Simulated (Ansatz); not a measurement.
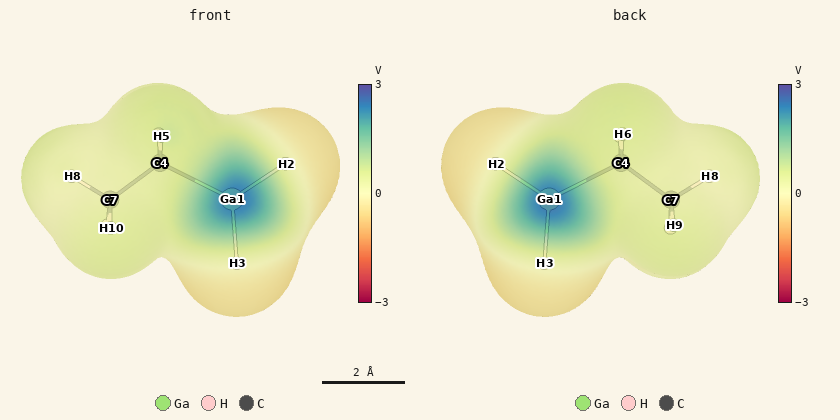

Figure. C₂H₇Ga. The electrostatic potential painted on the density surface at 0.002 e/bohr³, seen from the front and from behind; the colour scale runs from red (negative) to blue (positive).

Theory: RKS PBE/def2-SVP in Ansatz.

```xyz
10

Ga    0.0242    0.0400    0.0654
H    -0.0611    0.0231    1.6512
H     1.4493    0.1010   -0.6354
C    -1.6435   -0.0268   -1.0166
H    -2.1588   -0.9695   -0.7202
H    -2.3061    0.7798   -0.6287
C    -1.4853    0.0637   -2.5383
H    -2.4610   -0.0049   -3.0663
H    -1.0160    1.0203   -2.8486
H    -0.8424   -0.7482   -2.9372
```

Question: Where is the surface potential most negative and most positive?

Answer: The most negative region (about −0.5 V, or −12 kcal/mol for a unit charge) lies over H2 and H3, the most positive (about +2.5 V, or +58 kcal/mol for a unit charge) over Ga1.
